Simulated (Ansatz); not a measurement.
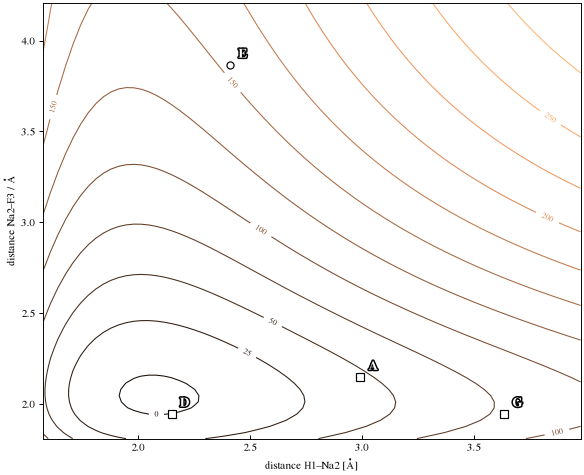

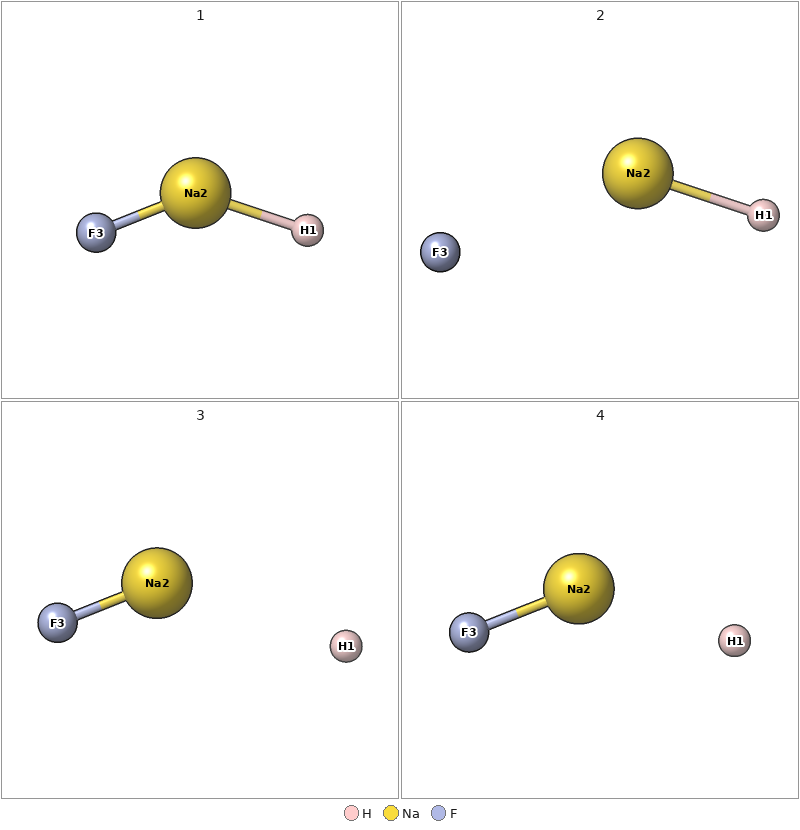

The system H⁻ + NaF. First axis: distance H1–Na2. Second axis: distance Na2–F3. Nothing is relaxed (the angle H1–Na2–F3 is fixed at 140 degrees). The grid has 10 × 10 points. Energies: kJ/mol, counted from the lowest grid point. The restricted reference is unstable at some or all points, so the energies there are unreliable. These are results of RHF-CCSD(T), frozen core/def2-TZVPD (Ansatz 0.2.0), not measurements.

The picture shows contour lines labelled in kJ/mol, lettered points. Between grid points the surface is interpolated. The numbered pictures are the structures at these points, in random order.

### Which structure belongs to which point?

A is structure 4: distance H1–Na2 = 2.993 Å, distance Na2–F3 = 2.148 Å, 46 kJ/mol; D is structure 1: distance H1–Na2 = 2.151 Å, distance Na2–F3 = 1.946 Å, 0 kJ/mol; E is structure 2: distance H1–Na2 = 2.412 Å, distance Na2–F3 = 3.867 Å, 154 kJ/mol; G is structure 3: distance H1–Na2 = 3.635 Å, distance Na2–F3 = 1.946 Å, 78 kJ/mol.
